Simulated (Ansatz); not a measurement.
Fields on a plane of RhPb (space group P6/mmm)

```
RhPb
1.0
    5.66305     0.00000     0.00000
   -2.83152     4.90434     0.00000
    0.00000     0.00000     4.44174
Rh Pb
3 3
Direct
  0.00000   0.50000   0.00000
  0.50000   0.00000   0.00000
  0.50000   0.50000   0.00000
  0.66667   0.33333   0.50000
  0.33333   0.66667   0.50000
  0.00000   0.00000   0.00000
```

The slice is a (-1 2 -1 0) plane (indices of the conventional cell) through the point (0.500, 0.000, 0.000) (fractional), spanned by u = [001] and v = [210] in vectors of this cell: u (4.44 Å) and v (9.81 Å, at 90° to u). It covers one period; positions are fractions (u, v).

Atoms on it: Rh at (0.00, 0.00); Rh at (0.00, 0.50).

Calculation: PBEsol (plane waves to 420 eV, PAW, scalar-relativistic; Ansatz, a program for electronic structure). k mesh 10×10×11. Inside the PAW spheres the values are not all-electron values, and peaks at nuclei hang on which shells count as valence. RhPb is run without spin polarisation. RhPb was relaxed with its symmetry unable to fall. Spin-orbit coupling is left out, though Pb is heavy.

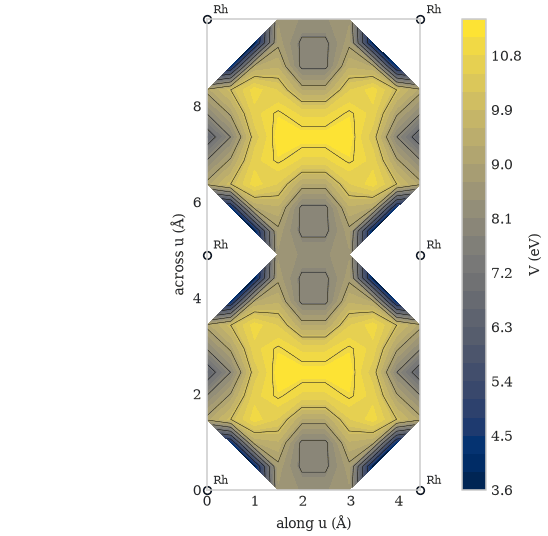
Electrostatic potential energy of an electron, from the cell's mean, in eV, one period of the plane, atoms marked. Points within 1 Å of a nucleus are left white, as the pseudised field means little there. The zero, the cell's mean, hangs on the PAW cores.

```
|xx@@------------@@|
|--::::--------::::|
|----::::::::::::--|
|==--::..    ..::--|
|----::..    ..::--|
|==--::..    ..::--|
|----::::::::::::--|
|--::::--------::::|
|xx@@------------@@|
|xxxx------------xx|
|xx@@------------@@|
|--::::--------::::|
|----::::::::::::--|
|==--::..    ..::--|
|----::..    ..::--|
|==--::..    ..::--|
|----::::::::::::--|
|--::::--------::::|
|xx@@------------@@|
|xxxx------------xx|
```
Scale: ten equal steps from 0.08 (start of ' ') to 0.60 (end of '@'), in the order ' .:-=+*#%@'. Values: electron localisation function (ELF). The map has 9 points along u (two characters each, u = 0 at the left) and 20 along v (v = 0 in the bottom row). Points within 0.5 Å of a nucleus are blanked (x), as the pseudised field means little there.
